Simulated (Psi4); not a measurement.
**UTPSS/def2-SVPD run of SiNH4O (SMILES [O]N[SiH3])**

What is the vertical ionisation energy of SiNH4O at UTPSS/def2-SVPD? 

The results are computed with Psi4 1.11.

2 further runs of the same task are left out: 2 set aside as unsound or not needed.

## 1. The molecule

SiNH4O has 7 atoms, charge 0, and is taken as a doublet. As SMILES, `[O]N[SiH3]`. Geometry: relaxed at GFN2-xTB.

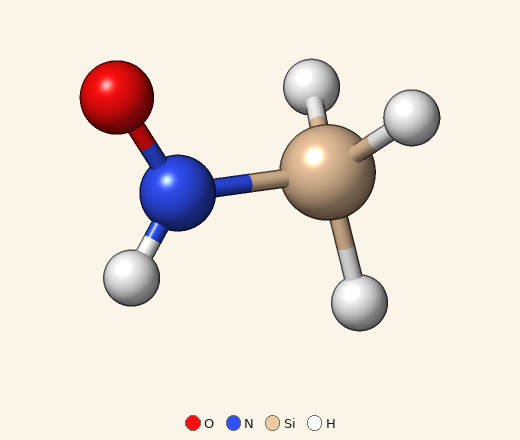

The structure, seen from a chosen angle (oxygen red, nitrogen blue, silicon light orange, hydrogen white).

## 2. Energy and gradient at UTPSS/def2-SVPD

input.inp reads:

```
memory 1600 MB

molecule geom {
  0 2
  O
  N 1 1.282719
  Si 2 1.756317 1 120.46169
  H 2 1.022403 1 114.41794 3 -179.96555
  H 3 1.461736 2 101.44125 4 -0.32226
  H 3 1.460141 5 113.85606 2 -115.2984
  H 3 1.459836 6 111.50748 5 130.59615
  symmetry c1
  no_reorient
  no_com
}

set basis def2-SVPD
set reference uks
set puream true
set e_convergence 1e-09
set d_convergence 1e-08
set scf_type pk
set dft_radial_points 99
set dft_spherical_points 590
set maxiter 200

gradient('tpss')
print_variables()
```

Command:

```
$ psi4 input.inp input.out -n 1
```

input.out:

```text
[...]
  Running in c1 symmetry.
[...]
  Nuclear repulsion =  108.348369013809616
[...]
  Multiplicity = 2
[...]
  Nalpha       = 17
  Nbeta        = 16
[...]
    Number of basis functions: 99
[...]
   @UKS iter   1:  -421.52418420702128   -2.29068e-01   5.48845e-03 DIIS/ADIIS
[...]
   @UKS iter  13:  -421.66786319161139   -1.13687e-12   3.71070e-09 DIIS
[...]
   @S^2 Observed:                7.529081600E-01
[...]
    Orbital Energies [Eh]
    ---------------------
    Alpha Occupied:
       1A    -65.703691     2A    -18.921092     3A    -14.197434
       4A     -5.145931     5A     -3.526616     6A     -3.523455
       7A     -3.522904     8A     -1.019485     9A     -0.708354
      10A     -0.542812    11A     -0.456400    12A     -0.411115
      13A     -0.408476    14A     -0.344614    15A     -0.335664
      16A     -0.227312    17A     -0.188733
    Alpha Virtual:
      18A     -0.026511    19A      0.008723    20A      0.020646
      21A      0.028041    22A      0.039045    23A      0.064060
      24A      0.101630    25A      0.104567    26A      0.109170
[...]
  @UKS Final Energy:  -421.66786319161139
   => Energetics <=
    Nuclear Repulsion Energy =            108.3483690138096165
    One-Electron Energy =                -796.1339305420647179
    Two-Electron Energy =                 304.0261177555680661
    DFT Exchange-Correlation Energy =     -37.9084194189243391
    Empirical Dispersion Energy =           0.0000000000000000
    VV10 Nonlocal Energy =                  0.0000000000000000
    Total Energy =                       -421.6678631916113886
[...]
 Multipole Moments:
 ------------------------------------------------------------------------------------
     Multipole            Electronic (a.u.)      Nuclear  (a.u.)        Total (a.u.)
 ------------------------------------------------------------------------------------
 L = 1.  Multiply by 2.5417464519 to convert [e a0] to [Debye]
 Dipole X            :          0.0013268           -0.0010842            0.0002427
 Dipole Y            :          1.4074495           -1.4843196           -0.0768701
 Dipole Z            :         -1.9046625            3.0137064            1.1090439
 Magnitude           :                                                    1.1117048
[...]
  -Total Gradient:
     Atom            X                  Y                   Z
    ------   -----------------  -----------------  -----------------
       1        0.000025219818     0.001680881101     0.017715700875
       2       -0.000046218139    -0.012161651620     0.000659555843
       3        0.000117988543     0.002019376301    -0.001563977344
       4       -0.000003909269    -0.007026509522    -0.006002460339
       5       -0.000045522670     0.001612219254    -0.011218494996
       6        0.007468249764     0.006906660854     0.000160426149
       7       -0.007515688310     0.006954175347     0.000249758868
[...]
```

It took 79 s on 1 thread of Intel Xeon Platinum 8488C (Sapphire Rapids), shared host; peak memory 0.79 GiB.

## 3. The singlet cation: the energy at TPSS/def2-SVPD

job.py reads:

```python
import psi4

psi4.set_memory(1600000000)
psi4.set_num_threads(1)
psi4.core.set_output_file('output.dat', False)

m = psi4.geometry("""
1 1
O
N 1 1.282719
Si 2 1.756317 1 120.46169
H 2 1.022403 1 114.41794 3 -179.96555
H 3 1.461736 2 101.44125 4 -0.32226
H 3 1.460141 5 113.85606 2 -115.2984
H 3 1.459836 6 111.50748 5 130.59615
symmetry c1
""")

psi4.set_options({
    'basis': 'def2-SVPD',
    'puream': True,
    'e_convergence': 1e-09,
    'd_convergence': 1e-08,
    'scf_type': 'pk',
    'dft_radial_points': 99,
    'dft_spherical_points': 590,
})

e_tot, wfn = psi4.energy('tpss', return_wfn=True)
print('E =', round(e_tot, 9))
```

Command:

```
$ python job.py
```

output.dat:

```text
[...]
  Running in c1 symmetry.
[...]
  Nuclear repulsion =  108.348369013809616
[...]
  Multiplicity = 1
[...]
  Nalpha       = 16
  Nbeta        = 16
[...]
    Number of basis functions: 99
[...]
   @RKS iter   1:  -421.30408399055648   -8.96738e-03   2.41672e-03 ADIIS/DIIS
[...]
   @RKS iter  11:  -421.33756575345541   -5.11591e-13   3.60127e-09 DIIS
[...]
    Orbital Energies [Eh]
    ---------------------
    Doubly Occupied:
       1A    -65.931420     2A    -19.271057     3A    -14.548023
       4A     -5.376476     5A     -3.759025     6A     -3.752654
       7A     -3.752180     8A     -1.339723     9A     -1.010992
      10A     -0.824872    11A     -0.745823    12A     -0.701845
      13A     -0.668611    14A     -0.559968    15A     -0.557539
      16A     -0.528654
[...]
  @RKS Final Energy:  -421.33756575345541
   => Energetics <=
    Nuclear Repulsion Energy =            108.3483690138096165
    One-Electron Energy =                -787.0802122580460036
    Two-Electron Energy =                 294.9280475811496558
    DFT Exchange-Correlation Energy =     -37.5337700903686624
    Empirical Dispersion Energy =           0.0000000000000000
    VV10 Nonlocal Energy =                  0.0000000000000000
    Total Energy =                       -421.3375657534554080
[...]
 Multipole Moments:
 ------------------------------------------------------------------------------------
     Multipole            Electronic (a.u.)      Nuclear  (a.u.)        Total (a.u.)
 ------------------------------------------------------------------------------------
 L = 1.  Multiply by 2.5417464519 to convert [e a0] to [Debye]
 Dipole X            :         -0.0005277           -0.0010842           -0.0016119
 Dipole Y            :          1.7826466           -1.4843196            0.2983271
 Dipole Z            :         -2.2208477            3.0137064            0.7928587
 Magnitude           :                                                    0.8471284
[...]
```

On the terminal:

```text
E = -421.337565753
```

It took 43 s on 1 thread of Intel Xeon Platinum 8488C (Sapphire Rapids), shared host; peak memory 0.79 GiB.

## 4. Outcome

At UTPSS/def2-SVPD:

```
                                          quantity          value
                      doublet SiNH4O: total energy  -421.66786 Eh
                     doublet SiNH4O: dipole moment         2.83 D
doublet SiNH4O: HOMO energy (highest over α and β)       -5.14 eV
 doublet SiNH4O: LUMO energy (lowest over α and β)       -3.20 eV
                              doublet SiNH4O: ⟨S²⟩          0.753
          doublet SiNH4O: largest force on an atom     0.915 eV/Å
                      singlet cation: total energy  -421.33757 Eh
                       singlet cation: HOMO energy      -14.39 eV
                       singlet cation: LUMO energy      -12.76 eV
                     singlet cation: HOMO–LUMO gap        1.63 eV
vertical ionisation energy (to the singlet cation)       8.988 eV
```

**Reading.** The vertical ionisation energy comes to 8.99 eV (867 kJ/mol). The largest force (doublet SiNH4O) is 0.92 eV/Å: the shape isn't a stationary point for this species at this level. Only the singlet of the ionised species was computed; a triplet could lie lower.
